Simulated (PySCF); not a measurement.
# Cl4K4 ((KCl)4 ring): the cost of one run

Computed with PySCF 2.14.0 and routines of our own; the level stands in each step. Atoms count from 0.

### Step 1. The system as given

8 atoms, charge 0, multiplicity 1; geometry from: GFN2-xTB.

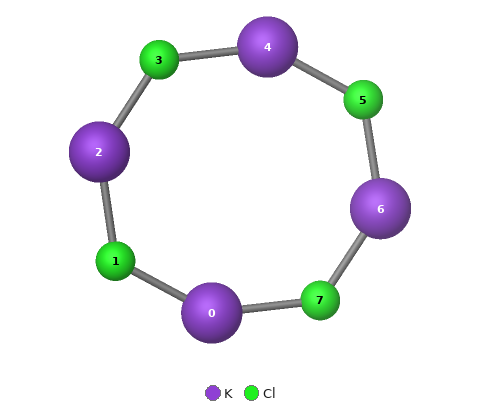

The starting geometry (potassium purple, chlorine green); sticks join atoms by distance alone.

### Step 2. Magnetic properties: GIAO BP86/def2-SVP K:def2-TZVP

Job settings and geometry (Å):

```
{"job": {"kind": "mag", "xc": "BP86", "basis": {"default": "def2-SVP", "K": "def2-TZVP"}}, "charge": 0, "multiplicity": 1}
K     -0.262520    -2.709000     1.882490
Cl     0.661300    -0.766910     3.499360
K      1.182250     1.779960     2.807910
Cl     1.059750     3.327270     0.611710
K      0.262370     2.719990    -1.885990
Cl    -0.671890     0.766260    -3.481250
K     -1.184570    -1.789770    -2.818060
Cl    -1.046690    -3.327820    -0.616180
```

With the program's defaults for keys left out, this is: GIAO BP86/def2-SVP K:def2-TZVP magnetisability, rotational g tensor and spin-rotation constants, non-relativistic, gas phase.

Started as:

```sh
OMP_NUM_THREADS=1 python excited_run.py task.json out
```

One launch serves the whole session: the jobs run in the order shown.

Q: Estimate the wall time and peak memory of this first job on 1 thread of Arm Neoverse N1, shared host.

About 72 s, with a peak of 0.77 GiB.
